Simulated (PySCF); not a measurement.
## NMR shielding calculation of C3H6ClFSi

System: C3H6ClFSi.
Method: GIAO wB97X-D/pcSseg-1 NMR shielding, non-relativistic, gas phase (PySCF 2.14.0).

The geometry comes from this level: PBE0-D3(BJ)/def2-SVP. Figures and captions count atoms from 1; the log counts them from 0 in places.

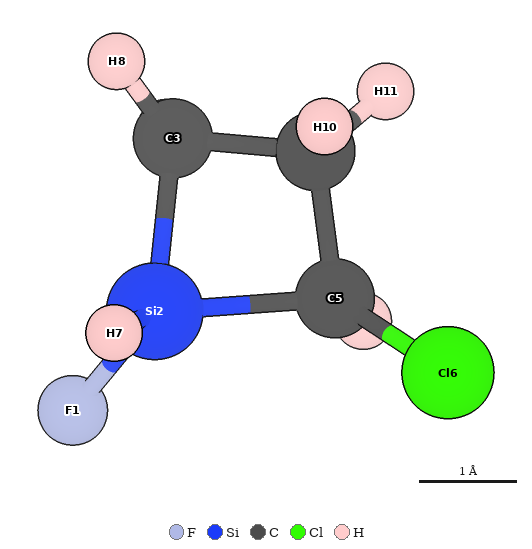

The input geometry (ball-and-stick view, seen at a tilt; atoms are numbered from 1 in the order of the input).

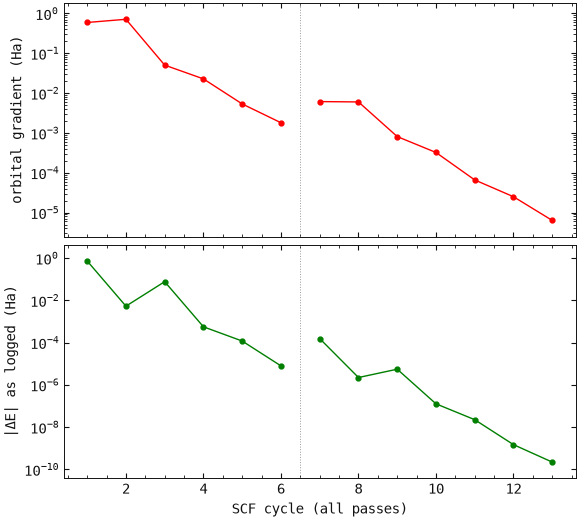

Convergence of the self-consistent field: orbital gradient and size of the energy change against the SCF cycle. The dotted line marks the change from a coarse to the final integration grid. The first 6 cycles use a coarse grid, the final grid takes over at cycle 7, and the field converges after 13 cycles in all.

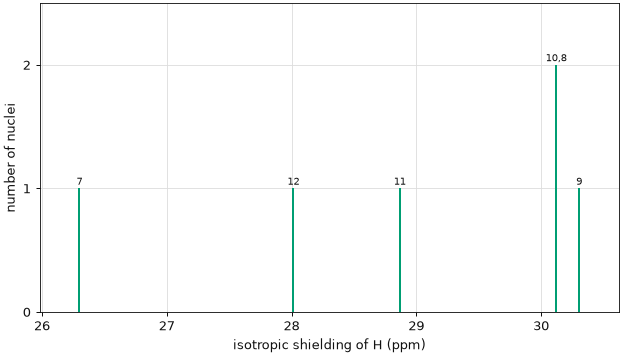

Isotropic shieldings of the hydrogen nuclei in this fixed geometry, labelled by atom number; shielding grows to the right, so chemical shift grows to the left. The least shielded is H7 (26.3 ppm), the most shielded H9 (30.3 ppm).

The input and output of the run follow.

### The input
```
{"job": {"kind": "nmr", "xc": "wB97X-D", "basis": "pcSseg-1", "pop": false}, "charge": 0, "multiplicity": 1}
F      1.469760     0.227051     2.274257
Si     1.044103    -0.161546     0.754996
C      0.322639     1.156486    -0.372104
C     -0.679555     0.062568    -0.831606
C     -0.685177    -0.842817     0.425356
Cl    -1.008654    -2.567906     0.156376
H      2.143968    -0.981638     0.181959
H      0.925826     1.621362    -1.163370
H     -0.181498     1.950636     0.200901
H     -0.266950    -0.507548    -1.679573
H     -1.674364     0.425837    -1.133039
H     -1.414111    -0.474317     1.163554
```

The first line tells a small driver script what to run in PySCF; the rest is the geometry in Å.

Command:
```bash
OMP_NUM_THREADS=1 python <driver script> task.json out
```

### What the program printed
```
coarse grid: 11312 points
cycle   1  E = -967.2680657499  dE =  7.275e-01  |g| = 5.928e-01  |ddm| = 3.080e+00
cycle   2  E = -967.2628026207  dE =  5.263e-03  |g| = 7.132e-01  |ddm| = 9.421e-01
cycle   3  E = -967.3386988222  dE = -7.590e-02  |g| = 5.040e-02  |ddm| = 4.463e-01
cycle   4  E = -967.3392534413  dE = -5.546e-04  |g| = 2.273e-02  |ddm| = 7.553e-02
cycle   5  E = -967.3393710282  dE = -1.176e-04  |g| = 5.339e-03  |ddm| = 2.778e-02
cycle   6  E = -967.3393788634  dE = -7.835e-06  |g| = 1.801e-03  |ddm| = 8.524e-03
final grid: 101136 points
cycle   7  E = -967.3875467696  dE = -1.537e-04  |g| = 6.118e-03  |ddm| = 3.669e-02
cycle   8  E = -967.3875489712  dE = -2.202e-06  |g| = 5.997e-03  |ddm| = 1.013e-02
cycle   9  E = -967.3875544314  dE = -5.460e-06  |g| = 8.095e-04  |ddm| = 4.005e-03
cycle  10  E = -967.3875545566  dE = -1.251e-07  |g| = 3.228e-04  |ddm| = 1.099e-03
cycle  11  E = -967.3875545788  dE = -2.221e-08  |g| = 6.594e-05  |ddm| = 4.254e-04
cycle  12  E = -967.3875545803  dE = -1.462e-09  |g| = 2.498e-05  |ddm| = 1.392e-04
cycle  13  E = -967.3875545805  dE = -2.181e-10  |g| = 6.346e-06  |ddm| = 4.431e-05
converged SCF energy = -967.3875545805

GIAO shielding tensors (ppm)
atom      isotropic    diamagn.    paramagn.     s11        s22        s33       span
  0 F      339.189     467.782    -128.593    281.485    363.472    372.609     91.124
  1 Si     336.252     876.034    -539.782    309.188    332.538    367.031     57.843
  2 C      170.524     255.568     -85.044    146.764    177.150    187.657     40.893
  3 C      160.016     251.499     -91.483    137.806    156.977    185.265     47.458
  4 C      135.060     254.483    -119.423     94.818    140.043    170.319     75.501
  5 Cl     839.620    1146.033    -306.414    636.882    793.059   1088.917    452.035
  6 H       26.300      27.758      -1.458     23.025     24.930     30.946      7.920
  7 H       30.138      29.957       0.181     25.584     26.862     37.969     12.385
  8 H       30.305      30.919      -0.613     26.657     27.538     36.721     10.065
  9 H       30.105      31.185      -1.080     26.115     29.422     34.778      8.663
 10 H       28.868      30.140      -1.272     24.399     27.081     35.124     10.725
 11 H       28.015      30.694      -2.678     22.833     28.897     32.316      9.483
```

### Results in brief

```csv
quantity,value
outcome,converged
total energy,−967.387555 hartree
HOMO,−9.75 eV
LUMO,2.05 eV
dipole moment,2.37 D
"isotropic shielding, F",339.2 ppm
"isotropic shielding, Si",336.3 ppm
"isotropic shielding, C",135.1 to 170.5 ppm
"isotropic shielding, Cl",839.6 ppm
"isotropic shielding, H",26.3 to 30.3 ppm
hardware,"1 CPU thread, shared host"
wall time,17 s
peak memory,0.79 GiB
```
